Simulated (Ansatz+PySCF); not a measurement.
```xyz
4
charge 1, multiplicity 2
Ni    0.0000    0.0000    0.0000
O     0.0000    0.0000    2.0280
H     0.7750    0.0000    2.6030
H    -0.7750    0.0000    2.6030
```

Geometry: a fixed input geometry, not necessarily a minimum. Other spin states may lie lower.

Work out the structure from the coordinates.

Formula H₂NiO⁺. It is an open-shell species. All atoms lie on one plane. Coordination: 1 O trigonal planar.

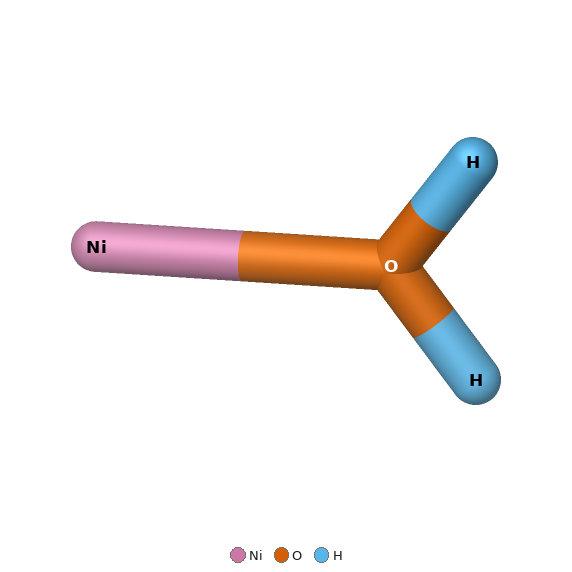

Simulated data, not a measurement (program: Ansatz+PySCF).
